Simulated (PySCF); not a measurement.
**C5H12B2OSi: density, localisation and related maps**

The calculation's input:

```
{"job": {"kind": "nmr", "xc": "PBE0", "basis": "pcSseg-1"}, "charge": 0, "multiplicity": 1}
B     -0.172556     2.185320    -1.544339
Si    -0.294202     0.704896    -0.286749
B      1.273952    -0.315744     0.348211
C      2.330386     0.350609     1.308783
C      1.473100    -1.811427    -0.093930
C     -1.556878     0.990015     1.196807
O     -2.489551     0.045219     0.660518
C     -1.869200    -0.389496    -0.486946
C     -2.371642    -1.288948    -1.320023
H     -0.135410     3.298470    -1.186029
H     -0.107086     1.996191    -2.696444
H      3.198433     0.637674     0.711231
H      1.987353     1.251417     1.813226
H      2.709674    -0.335765     2.064458
H      1.342638    -1.950620    -1.166184
H      0.686110    -2.413190     0.364208
H      2.425269    -2.253860     0.193079
H     -1.254387     0.677544     2.199811
H     -2.031420     1.971712     1.274733
H     -1.826430    -1.574238    -2.201073
H     -3.327073    -1.758837    -1.153820
```

Run with:

```sh
OMP_NUM_THREADS=1 python probes_run.py task.json out
```

Geometry: GFN2-xTB.

Theory: PBE0/pcSseg-1, SCF density, gas phase, non-relativistic in PySCF.

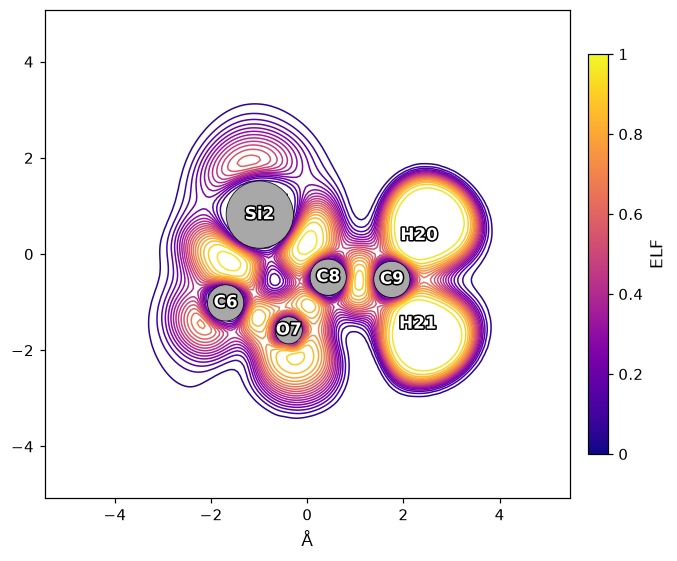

Figure 1. Electron localisation function on the plane of atoms C6, Si2 and C8. Grey discs cover the atomic cores.

> Read the bonding off the picture.

- The section cuts through Si, C, O and H sites.
- C–C (1.32 Å): the ELF peaks at about 0.95 between the atoms; a multiple bond.
- C–O (1.37 Å): the ELF peaks at about 0.90 between the atoms, as expected for a shared but strongly polarised pair.
- C–Si (1.93 Å): the ELF peaks at about 0.95 between the atoms, as expected for a covalent bond.
- C–H (1.07 Å): the ELF climbs to about 1 towards the hydrogen, as it does in any bond to H; an ordinary covalent bond to hydrogen.
- C–O (1.43 Å): the ELF peaks at about 0.90 between the atoms (a shared but strongly polarised pair).
- The ELF also peaks beside O7, away from the bonds: lone-pair regions.

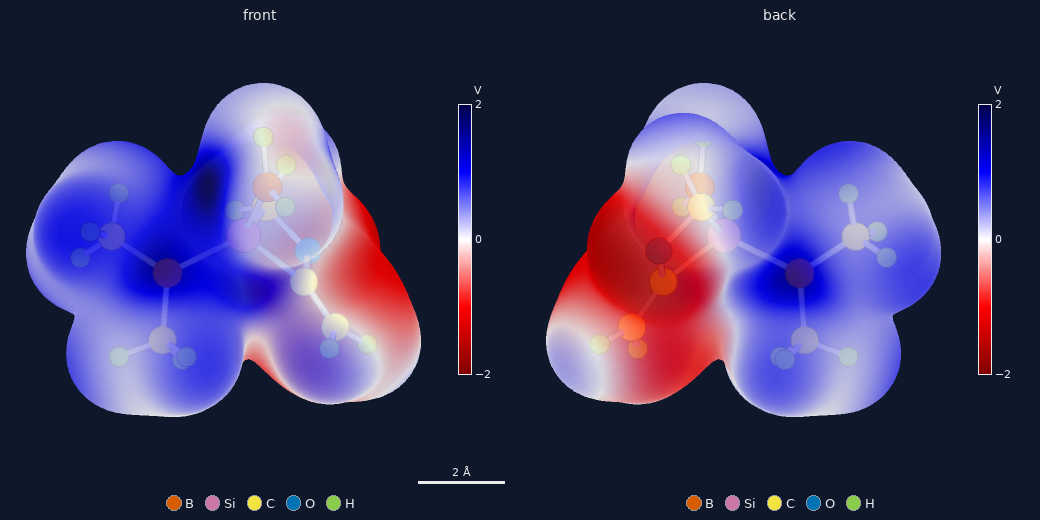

Figure 2. The molecular electrostatic potential painted on the density surface at 0.002 e/bohr³, seen from the front and from behind; the colour scale runs from red (negative) to blue (positive).

> Which sites attract a positive test charge, and which a negative one?

A positive charge is drawn to the negative regions and a negative charge to the positive ones. The most negative region (about −1.6 V, or −37 kcal/mol for a unit charge) lies over O7, the most positive (about +1.9 V, or +44 kcal/mol for a unit charge) over B1. O7 is the likeliest acceptor of a hydrogen bond.
